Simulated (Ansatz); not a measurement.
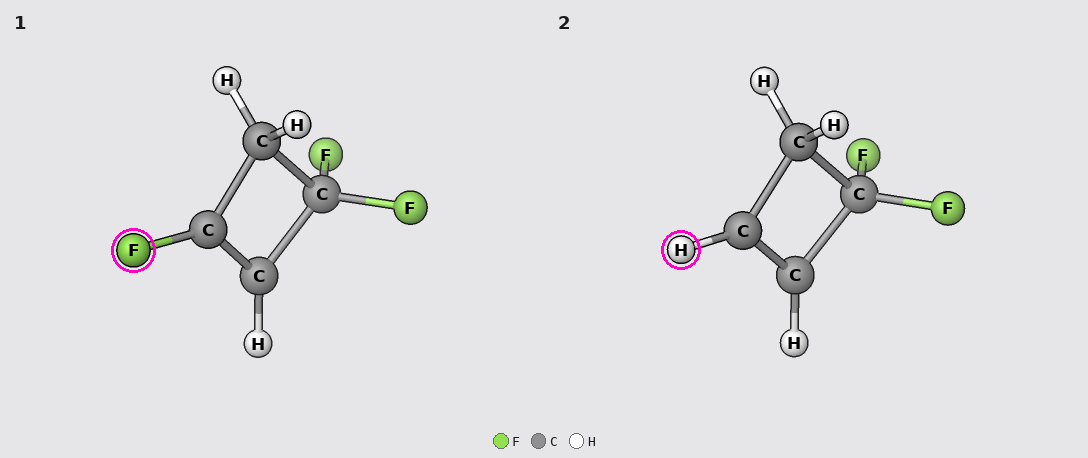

2 molecules with one skeleton, seen from the same side and at one scale; the atom that differs is circled. Charge 0, singlet. Computed geometries: PBE0-D4/def2-TZVP optimisations, one conformation each. Properties computed with Ansatz 0.2.0.

One atom differs, called X below: F in panel 1, H in panel 2. Their formulas are C4H3F3 (`FC1=CC(F)(F)C1`), C4H4F2 (`FC1(F)C=CC1`).

> In which is the harmonic zero-point energy higher (PBE0-D4/def2-TZVP)?

In panel 2 (X = H).

> In which is the dipole moment larger (B3LYP-D4/def2-TZVPP)?

In panel 2 (X = H).

Give the values. With PBE0-D4/def2-TZVP: length of X–C (Å), smallest angle X–C–C (°), largest angle X–C–C (°), harmonic zero-point energy (kJ/mol). With revPBE-D4/def2-TZVPP: HOMO energy (Kohn–Sham orbital) (eV), HOMO–LUMO gap (eV). With B3LYP-D4/def2-TZVPP: dipole moment (D).

```json
{"quantity": "length of X–C (Å)", "1 (F)": "1.311", "2 (H)": "1.083", "2 − 1": "−0.228"}
{"quantity": "smallest angle X–C–C (°)", "1 (F)": "128.0", "2 (H)": "131.2", "2 − 1": "+3.2"}
{"quantity": "largest angle X–C–C (°)", "1 (F)": "133.1", "2 (H)": "132.9", "2 − 1": "−0.2"}
{"quantity": "HOMO energy (Kohn–Sham orbital) (eV)", "1 (F)": "−6.80", "2 (H)": "−6.92", "2 − 1": "−0.12"}
{"quantity": "HOMO–LUMO gap (eV)", "1 (F)": "5.66", "2 (H)": "5.45", "2 − 1": "−0.21"}
{"quantity": "dipole moment (D)", "1 (F)": "1.31", "2 (H)": "2.54", "2 − 1": "+1.23"}
{"quantity": "harmonic zero-point energy (kJ/mol)", "1 (F)": "168.3", "2 (H)": "187.7", "2 − 1": "+19.4"}
```
